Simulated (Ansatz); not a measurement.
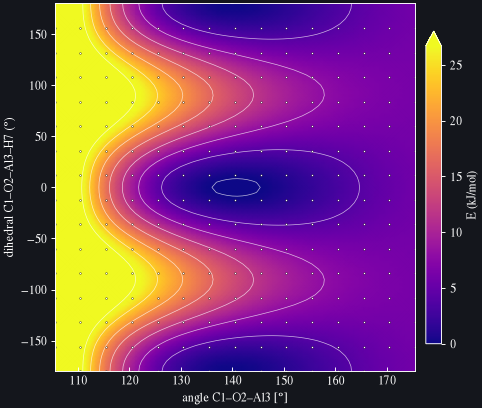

Energy landscape of CH₅AlO, SMILES C[O][AlH2]. First axis: angle C1–O2–Al3. Second axis: dihedral C1–O2–Al3–H7. Nothing is relaxed (all other coordinates rigid). The grid has 15 × 15 points. Points are written as (first, second). Energies are in kJ/mol, from the lowest grid point. Computed with Ansatz 0.2.0, RHF/def2-TZVP.

Drawn: a smooth colour map with a few white contour lines, dots at the grid points, one colour for all values above the top of the scale. Between grid points the surface is interpolated. 

### Summarise what can be read from the map.

The lowest grid point is at (140.5°, −180°). There is a further well near (140.5°, −12°) (0.27 kJ/mol above the lowest at that grid point). The highest grid point, (105.5°, −180°), lies 46.9 kJ/mol above the lowest. Round the minimum the two coordinates are nearly uncoupled. At the highest point the unbonded atoms Al3···H5 come to 2.32 Å, against 3.08 Å at the lowest; the sum of their van der Waals radii is about 3.5 Å.

Grid values (kJ/mol):

| dihedral C1–O2–Al3–H7 ↓, angle C1–O2–Al3 → | 105.5 | 110.5 | 115.5 | 120.5 | 125.5 | 130.5 | 135.5 | 140.5 | 145.5 | 150.5 | 155.5 | 160.5 | 165.5 | 170.5 | 175.5 |
| --- | --- | --- | --- | --- | --- | --- | --- | --- | --- | --- | --- | --- | --- | --- | --- |
| 156 | 45.4 | 30.3 | 19.7 | 12.5 | 7.7 | 4.7 | 3.0 | 2.3 | 2.2 | 2.7 | 3.3 | 4.1 | 4.9 | 5.5 | 5.9 |
| 132 | 44.4 | 33.9 | 25.9 | 19.7 | 15.1 | 11.7 | 9.2 | 7.6 | 6.5 | 6.0 | 5.8 | 5.8 | 5.9 | 6.0 | 6.1 |
| 108 | 45.8 | 38.5 | 32.2 | 26.7 | 22.1 | 18.1 | 14.9 | 12.4 | 10.4 | 9.0 | 7.9 | 7.2 | 6.7 | 6.4 | 6.2 |
| 84 | 46.4 | 39.8 | 33.9 | 28.5 | 23.8 | 19.7 | 16.3 | 13.5 | 11.3 | 9.6 | 8.4 | 7.5 | 6.9 | 6.5 | 6.2 |
| 60 | 45.0 | 36.5 | 29.5 | 23.7 | 19.0 | 15.2 | 12.3 | 10.1 | 8.5 | 7.5 | 6.8 | 6.4 | 6.2 | 6.1 | 6.1 |
| 36 | 44.1 | 31.6 | 22.5 | 15.8 | 11.1 | 7.8 | 5.7 | 4.5 | 3.9 | 3.9 | 4.2 | 4.6 | 5.1 | 5.6 | 5.9 |
| 12 | 45.3 | 29.0 | 17.8 | 10.2 | 5.3 | 2.3 | 0.8 | 0.3 | 0.5 | 1.2 | 2.2 | 3.3 | 4.3 | 5.1 | 5.8 |
| −12 | 45.3 | 29.0 | 17.8 | 10.2 | 5.3 | 2.3 | 0.8 | 0.3 | 0.5 | 1.2 | 2.2 | 3.2 | 4.3 | 5.1 | 5.8 |
| −36 | 44.1 | 31.6 | 22.5 | 15.8 | 11.1 | 7.8 | 5.7 | 4.4 | 3.9 | 3.9 | 4.1 | 4.6 | 5.1 | 5.6 | 5.9 |
| −60 | 45.0 | 36.5 | 29.4 | 23.7 | 19.0 | 15.2 | 12.3 | 10.1 | 8.5 | 7.5 | 6.8 | 6.4 | 6.2 | 6.1 | 6.1 |
| −84 | 46.4 | 39.8 | 33.9 | 28.5 | 23.8 | 19.7 | 16.3 | 13.5 | 11.3 | 9.6 | 8.4 | 7.5 | 6.9 | 6.5 | 6.2 |
| −108 | 45.8 | 38.5 | 32.2 | 26.8 | 22.1 | 18.2 | 14.9 | 12.4 | 10.4 | 9.0 | 7.9 | 7.2 | 6.7 | 6.4 | 6.2 |
| −132 | 44.4 | 33.9 | 25.9 | 19.8 | 15.1 | 11.7 | 9.2 | 7.6 | 6.6 | 6.0 | 5.8 | 5.8 | 5.9 | 6.0 | 6.1 |
| −156 | 45.4 | 30.3 | 19.7 | 12.5 | 7.7 | 4.7 | 3.0 | 2.3 | 2.2 | 2.7 | 3.4 | 4.1 | 4.9 | 5.5 | 5.9 |
| −180 | 46.9 | 29.2 | 17.4 | 9.5 | 4.6 | 1.7 | 0.3 | 0.0 | 0.4 | 1.2 | 2.3 | 3.4 | 4.5 | 5.3 | 5.9 |

Each point was launched as `ansatz run input.yaml --threads 1 --pin off --max-ram 2560MiB --backend cpu --events-out ev --progress --plain --runs-dir out`. The whole map (225 points run) took 6.1 min on 1 thread of Arm Neoverse V2 (shared host).
